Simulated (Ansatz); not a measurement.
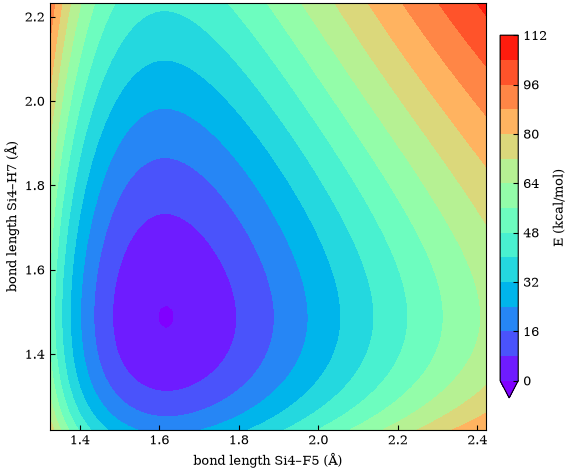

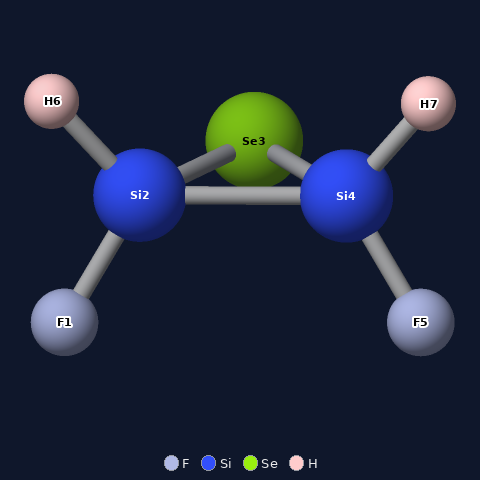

Energy landscape of F₂H₂SeSi₂, SMILES F[SiH]1[Se][SiH]1F. The first coordinate is: bond length Si4–F5; the second: bond length Si4–H7. Nothing is relaxed (all other coordinates rigid). The scan uses a 9 × 9 grid. Energies: kcal/mol, counted from the lowest grid point. The reference is spin-restricted, which grows unreliable where a bond is stretched far. The calculation used Ansatz, RKS PBE-D4/def2-TZVP.

Drawn: filled contours. Between grid points the surface is interpolated. The second picture is the structure at the lowest point.

Question: Where are the wells?

Answer: The lowest grid point is at bond length Si4–F5 = 1.599 Å, bond length Si4–H7 = 1.473 Å. It is the only kind of minimum in the scanned range. The highest grid point, bond length Si4–F5 = 2.422 Å, bond length Si4–H7 = 2.232 Å, lies 106 kcal/mol above the lowest. Round the minimum the two coordinates are nearly uncoupled.

The values on the grid:

```tsv
bond length Si4–H7 ↓, bond length Si4–F5 →	1.324	1.462	1.599	1.736	1.873	2.011	2.148	2.285	2.422
2.232	94	52	41	45	56	69	82	94	106
2.106	86	43	33	37	48	61	74	86	98
1.979	77	34	24	28	39	52	65	77	89
1.853	69	26	15	19	30	43	56	69	80
1.726	62	18	8	12	22	35	49	61	73
1.600	56	13	2	6	17	30	43	55	67
1.473	55	11	0	4	15	28	41	53	65
1.347	60	16	5	9	19	32	46	58	70
1.220	77	33	22	26	36	49	63	75	87
```

The input of one point:

```yaml
crystal:
  periodic: [false, false, false]
  atoms:
    - { symbol: F, position_ang: [-0.468007, -2.053469, -1.135045] }
    - { symbol: Si, position_ang: [-0.831773, -0.701391, -0.330243] }
    - { symbol: Se, position_ang: [-0.261987, 1.277716, -1.3582] }
    - { symbol: Si, position_ang: [0.79849, 0.576941, 0.560788] }
    - { symbol: F, position_ang: [2.334533, 0.160274, 0.406635] }
    - { symbol: H, position_ang: [-2.253043, -0.83061, 0.091371] }
    - { symbol: H, position_ang: [0.728459, 1.497262, 1.708758] }
basis:
  gaussian: { orbitals: def2-TZVP }
hamiltonian:
  xc: pbe
  dispersion: d4
output:
  forces: true
```

Each point was launched as `ansatz run input.yaml --threads 1 --pin off --max-ram 2560MiB --backend cpu --events-out ev --progress --plain --runs-dir out`. Time for the 81 points that were run: 11 min on 1 thread of Arm Neoverse V1, with other jobs on the host.
